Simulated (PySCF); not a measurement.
# CHCl$_{3}$, SMILES `ClC(Cl)Cl`: electronic structure

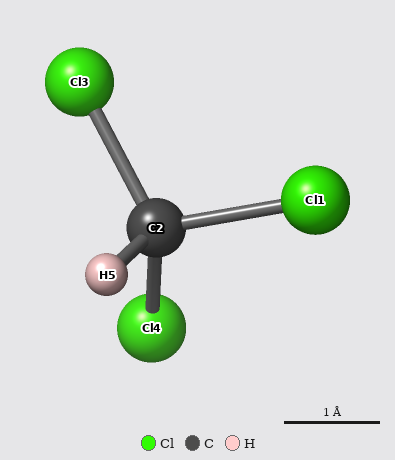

The molecule, with its atoms numbered as below. No frequency check shows the geometry to be a minimum.

Coordinates in Å:

```
Cl1      1.6183   -0.4339    0.0874
C2       0.0001   -0.0001   -0.4811
Cl3     -1.1850   -1.1845    0.0874
Cl4     -0.4334    1.6184    0.0874
H5      -0.0000   -0.0000   -1.5724
```

Part 1: Bonding charge

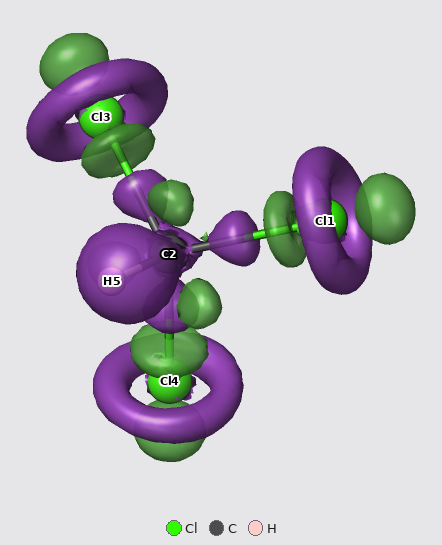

Deformation density (molecule less spherical, spin-averaged free atoms at the same positions), surfaces at ±0.11 e/Å³; purple: gain, green: loss.

Level of theory: BLYP/def2-SVPD (PySCF), at a geometry from GFN2-xTB.

**How much density has each bond gained at its critical point, relative to the free atoms?**

C2–H5: +0.79 e/Å³ at the bond critical point (bond length 1.09 Å). Cl1–C2, C2–Cl3 and C2–Cl4: +0.22 e/Å³ at the bond critical point (bond length 1.77 Å). In all, 1.2 electrons gather in the regions of gain relative to the promolecule.

**Where do the Hirshfeld charges lie?**

The highest Hirshfeld charge is on C2 (+0.07 e), the lowest on Cl1, Cl3 and Cl4 (−0.04 e).

Part 2: Electrostatic potential

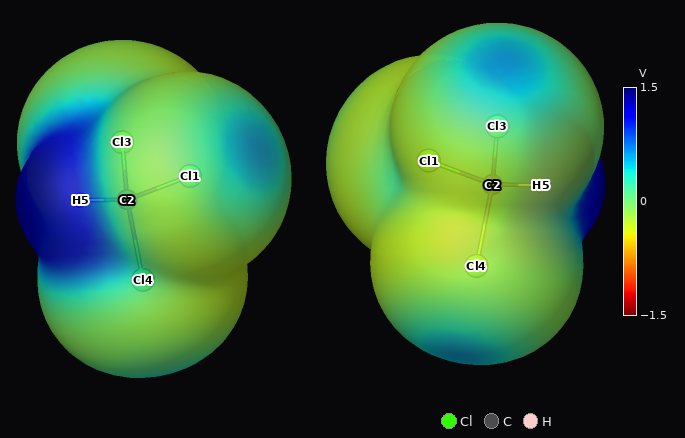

Electrostatic potential on the surface of electron density 0.001 a.u. (back view left, front view right).

**Where are the extremes of the potential on the surface?**

Highest: 1.44 V, 1.3 Å from H5. Further maxima include 0.64 V, 1.9 Å from Cl3, and at like points elsewhere; 0.16 V, off the C2–Cl4 bond (2.2 to 2.3 Å from its atoms). Lowest: −0.31 V, 2.1 Å from Cl3, and at like points elsewhere. The surface is sampled at points, so like sites can differ by a few per cent and only the strongest of them is named.

**Does Cl3 carry a σ-hole?**

Yes: a local maximum of +0.64 V lies on the extension of the C2–Cl3 bond.

**What volume does the surface enclose, and what is the dipole moment?**

About 108 Å³; the dipole moment is 1.0 D.

Part 3: Excited states

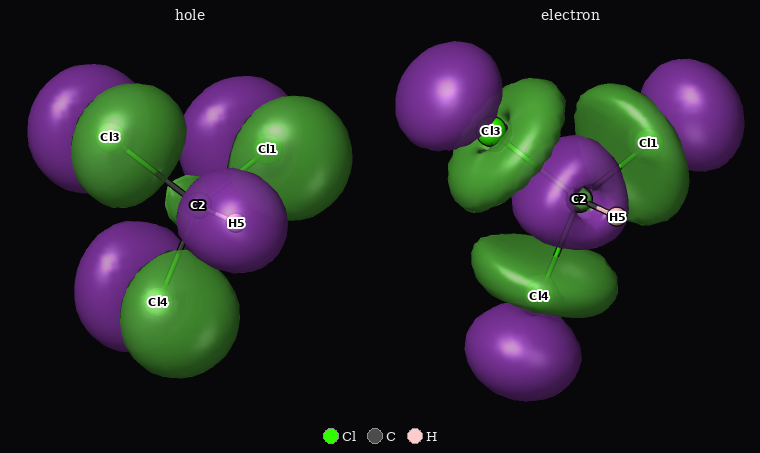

Leading natural transition orbital pair of S₂ (TDA singlet states); the surfaces enclose about 78 % of each orbital's density.

Level of theory: B3LYP/6-31G* (PySCF), at a geometry from GFN2-xTB. Without diffuse functions Rydberg states are missing, so the states' numbers hold for this basis only.

**Give its energy and the atoms that hole and electron lie on.**

6.79 eV (183 nm), f = 0.001 (very weak), partly diffuse acceptor orbital, which a basis without diffuse functions describes poorly; the leading pair carries 99 %; hole on Cl1, Cl3 and Cl4 (28 % each), C2 (9 %) and H5 (8 %), electron on C2 (27 %) and Cl1, Cl3 and Cl4 (24 % each) (atom shares of so diffuse an orbital are rough); their centroids lie 0.1 Å apart; S₃ and S₄ lie within 0.1 eV of it. In canonical orbitals it is mainly HOMO−3 → LUMO (99 %). The HOMO–LUMO gap is 7.45 eV.

Part 4: In an electric field

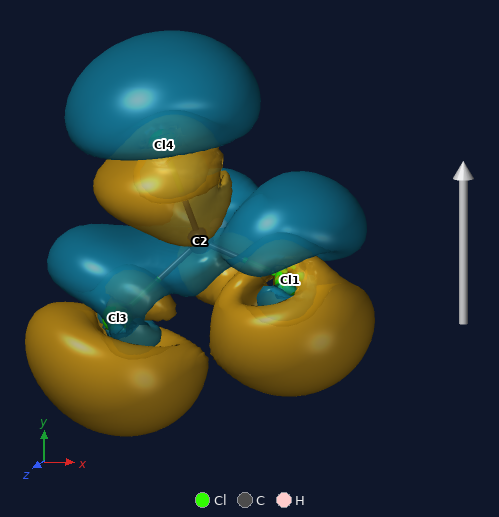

Change of the electron density in a uniform field of 0.51 V/Å along +y (arrow), surfaces at ±0.002 e/Å³ (yellow: gain, teal: loss).

Computed with PySCF, TPSS/aug-cc-pVDZ, geometry: GFN2-xTB.

**How large is the response?**

The induced dipole is 1.61 D (along the field); α along this axis, from the fields in both directions, is 63 bohr³ (9.4 Å³).

**Which atoms gain and lose the most charge?**

Electrons gather most on Cl3 (Hirshfeld charge changes by −0.042 e) and leave Cl4 most (+0.058 e); 0.134 electrons are displaced in all.

Part 5: Localised orbitals

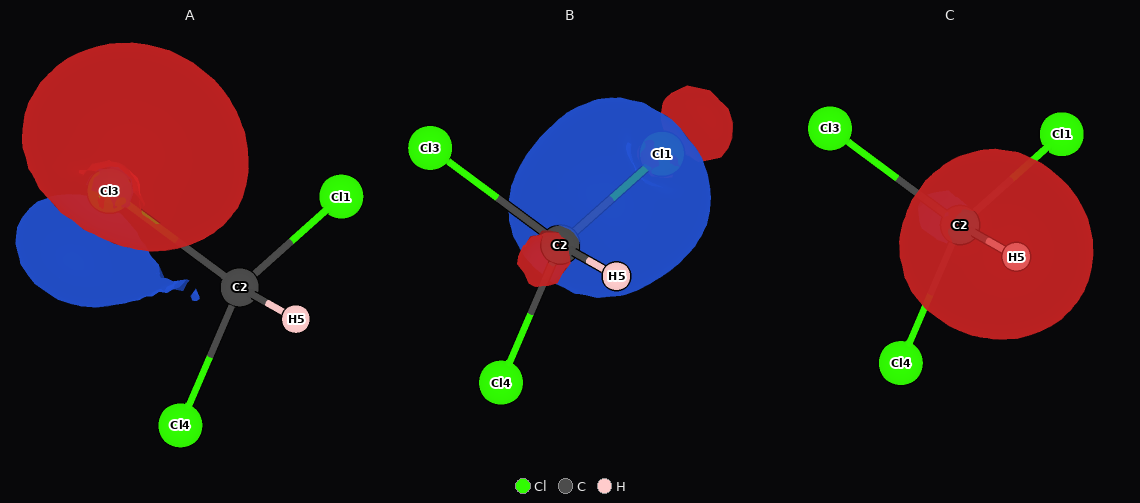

Foster–Boys orbitals, occupied; each surface holds about 85 % of the orbital's density. Energies are diagonal elements of the Fock matrix.

Level of theory: B3LYP/6-311+G** (PySCF), at a geometry from GFN2-xTB.

**What does each orbital represent in a Lewis picture?**

By panel:
- A: lone pair on Cl3 (sp2.6-type) (Cl3 98 %; −13.1 eV)
- B: σ bond Cl1–C2 (Cl1 55 %, C2 44 %; −17.9 eV)
- C: σ bond C2–H5 (C2 58 %, H5 41 %; −16.0 eV)

**Which has the smallest and which the largest spatial spread?**

Smallest: C (0.81 Å); largest: A (0.95 Å).
